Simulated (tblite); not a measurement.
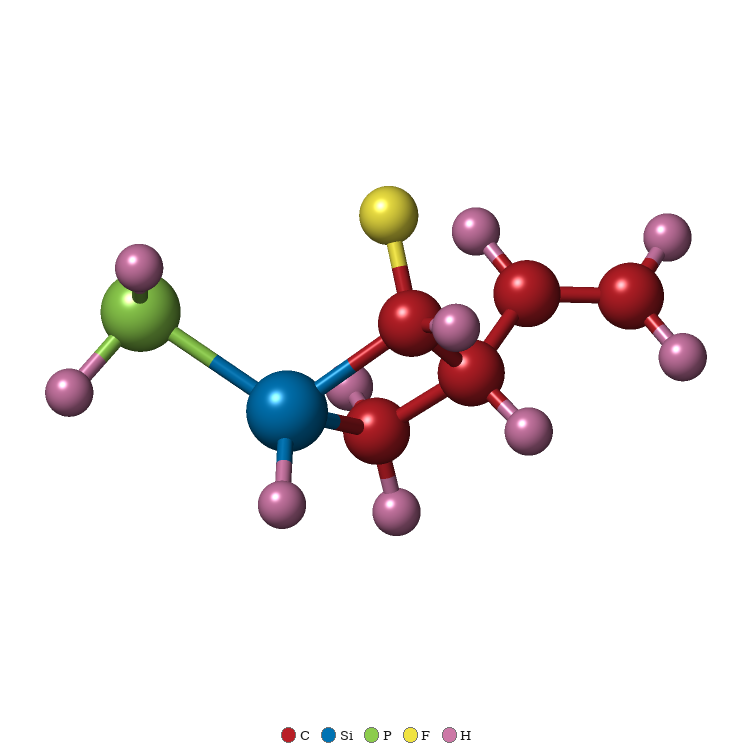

The picture comes from a calculation with tblite.

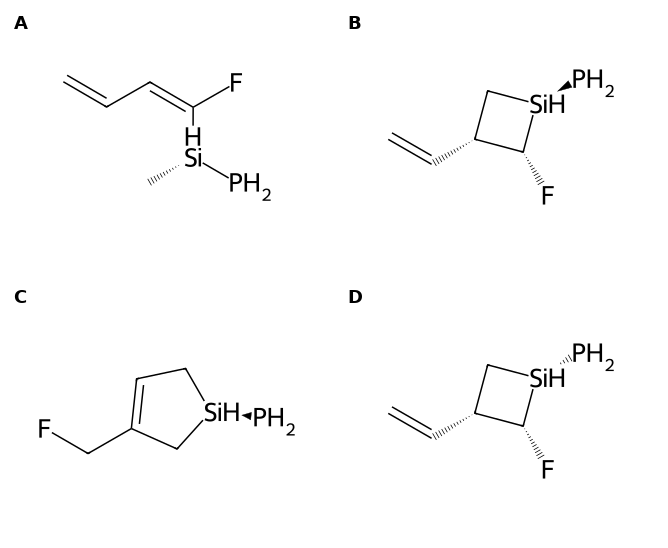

**The first picture shows one of the molecules drawn in the second. Which?**

D, `C=C[C@@H]1C[Si@H](P)[C@@H]1F`.
